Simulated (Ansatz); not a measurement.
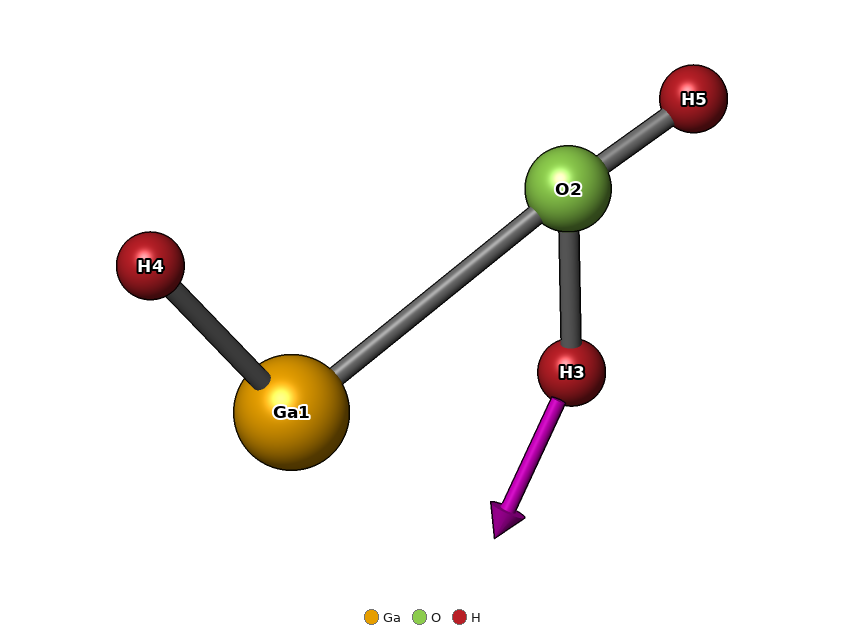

The arrows show one normal mode. Harmonic vibrations computed with RKS PBE0-D4/def2-SVP (Ansatz 0.2.0) at a stationary point of the same level. It is a saddle point of order 2.

Q: What kind of motion is it?

A: Mostly O–H stretching.

Q: At what wavenumber does it lie?

A: 1046i cm⁻¹; it is mode 1 of 9 counted from the lowest.
